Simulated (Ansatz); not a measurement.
## Electronic structure of CH$_{6}$FGeN (SMILES [CH3][Ge-]([NH3+])[F]) in real space

The calculation's input:

```
crystal:
  periodic: [false, false, false]
  atoms:
    - {symbol: C, position_ang: [0.259543, 0.860335, 0.463287]}
    - {symbol: F, position_ang: [-2.099040, 1.682164, -0.865997]}
    - {symbol: Ge, position_ang: [-1.703384, 1.117415, 0.807360]}
    - {symbol: N, position_ang: [-2.067647, -0.851838, -0.112490]}
    - {symbol: H, position_ang: [0.695028, 0.108783, 1.144048]}
    - {symbol: H, position_ang: [0.463952, 0.575421, -0.582053]}
    - {symbol: H, position_ang: [0.781559, 1.812278, 0.655614]}
    - {symbol: H, position_ang: [-2.915317, -1.334419, 0.181775]}
    - {symbol: H, position_ang: [-2.196991, -0.511184, -1.068848]}
    - {symbol: H, position_ang: [-1.287471, -1.508483, -0.094673]}
basis:
  gaussian: {orbitals: def2-TZVPD}
hamiltonian: {xc: {name: PBE0}}
output: {forces: true, orbitals: {seedname: orbitals}}
```

Run with:

```sh
ansatz run input.yaml --threads 2 --pin off --max-ram 4350MiB --events-out events.jsonl --progress --plain --runs-dir runs
```

Geometry: PBE0-D3(BJ)/def2-SVP.

Theory: Ansatz, isolated molecule in a Gaussian basis; Kohn-Sham density functional theory, functional PBE0.

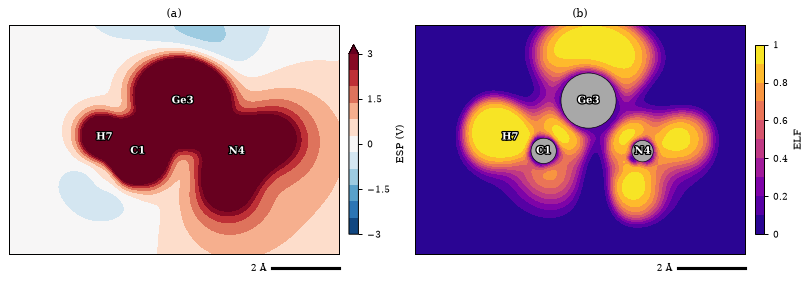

Figure 1. (a) molecular electrostatic potential; (b) electron localisation function on the plane of atoms C1, Ge3 and N4. Grey discs cover the atomic cores in the ELF map.

> Interpret the plot.

The section cuts through C, Ge, N and H sites.
C–Ge (2.01 Å): the ELF peaks at about 0.95 in the valence shell of C, 0.7 Å from its nucleus, and is about 0.70 at the midpoint.
Ge–N (2.20 Å): the ELF peaks at about 0.95 in the valence shell of N, 0.7 Å from its nucleus, and is about 0.45 at the midpoint.
C–H (1.10 Å): the ELF climbs to about 1 towards the hydrogen, as it does in any bond to H: a covalent bond by its length.
Outside the dense part of the molecule the potential is most negative (−1.0 V) near F2, which lies off the plane.

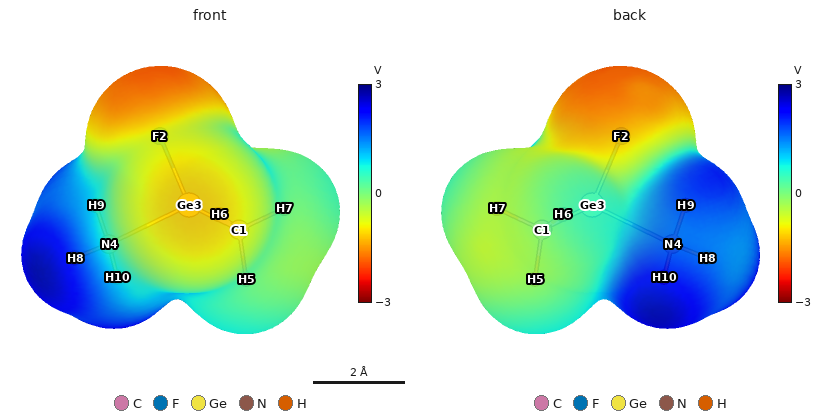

Figure 2. The electrostatic potential painted on the density surface at 0.002 e/bohr³, seen from the front and from behind; red is negative and blue positive.

> Describe the electrostatic potential map.

The most negative region (about −1.9 V) lies over F2, the most positive (about +2.7 V) over H8 and H10.

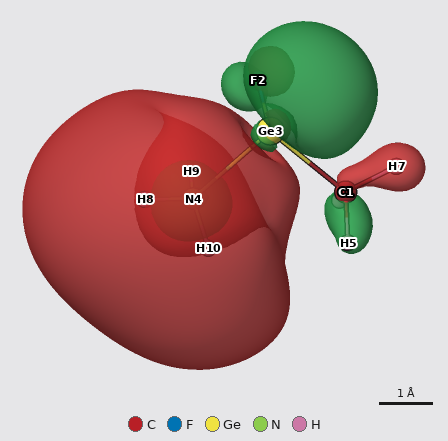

Figure 3. One frontier orbital at ±0.06 Å⁻³ᐟ² (green and red are the two phases), seen across its widest extent.

> Which orbital is it: HOMO or LUMO?

The LUMO, at −0.53 eV. It lies mainly on Ge3 (about 30 %), H8 (about 20 %), H10 (about 20 %), N4 (about 15 %) and H9 (about 10 %).
